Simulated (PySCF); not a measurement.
C2H7F3GeSi (SMILES FC(F)(F)[CH2][GeH2][SiH3])

Input

```
{"job": {"kind": "uv", "xc": "PBE0", "basis": "def2-SVPD", "nstates": 8, "ntriplets": 3}, "charge": 0, "multiplicity": 1}
F     -0.873536     1.462125     0.810041
C     -1.660062     0.609770     0.118439
F     -1.579335     1.010444    -1.166390
F     -2.919044     0.865787     0.511746
C     -1.220875    -0.800140     0.284145
Ge     0.580729    -0.914661    -0.579716
Si     2.159949     0.648616     0.197358
H     -1.949549    -1.448952    -0.198496
H     -1.200072    -1.030852     1.347545
H      0.926061    -2.373375    -0.356669
H      0.258031    -0.897843    -2.053762
H      2.014898     0.801279     1.644338
H      1.964230     1.929618    -0.475455
H      3.497898     0.137712    -0.105288
```

Run with:

```sh
OMP_NUM_THREADS=1 python probes_run.py task.json out
```

Geometry: GFN2-xTB.

Theory: PBE0/def2-SVPD, SCF density, gas phase in PySCF.

What can the converged electron density and electron localisation function tell about the bonding?

C–F (1.34 Å): the density is about 2.4 e/Å³ at the midpoint; the ELF peaks at about 0.85 between the atoms; a polar covalent bond.
Si–Ge (2.35 Å): the density is about 0.63 e/Å³ at the midpoint; the ELF peaks at about 0.95 between the atoms (localised, covalent bonding).
Si–H (1.46 Å): ρ at the midpoint is about 0.79 e/Å³; the ELF climbs to about 1 towards the hydrogen, as it does in any bond to H.

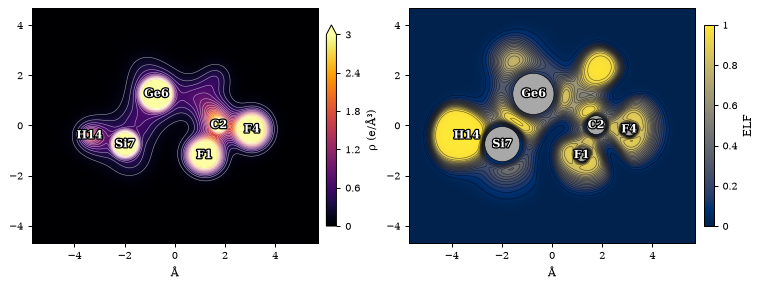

Computed electron density and electron localisation function on the plane of atoms Ge6, Si7 and H14, in this order. Grey discs cover the atomic cores in the ELF map. 
